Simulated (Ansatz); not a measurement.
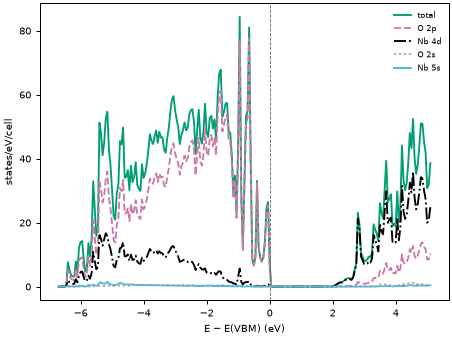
Total and projected density of states of Nb$_{2}$O$_{5}$ in space group I4/mmm (No. 139; Pearson symbol tI112), r²SCAN (plane waves, PAW; program Ansatz)

Task: Which orbitals carry the states next to the gap?

Result: Top 1 eV of the valence band: O 2p 95 %. Bottom 1 eV of the conduction band: Nb 4d 91 %, O 2p 8 %. Projections are on Löwdin-orthogonalised atomic valence shells; empty p or d shells of many metals are not among them.

Task: Where is the tallest occupied peak in this window, and what makes it?

Result: Near -0.9 eV, about 84 states/eV per cell; the largest projected share is O 2p.

The first step of the workflow began from a Materials Project structure, measured or hypothetical; the Crystallography Open Database files this formula in space group No. 139, but the cells were not matched. Its standing as an ambient phase is unchecked. The cell was relaxed with r²SCAN under the symmetry of its start; whether a distortion lowers the energy is not shown. No spin polarisation was allowed. Scalar-relativistic: spin–orbit coupling is off unless named, which matters more the heavier the elements.

Potentials: the earlier of the program's two PAW sets.
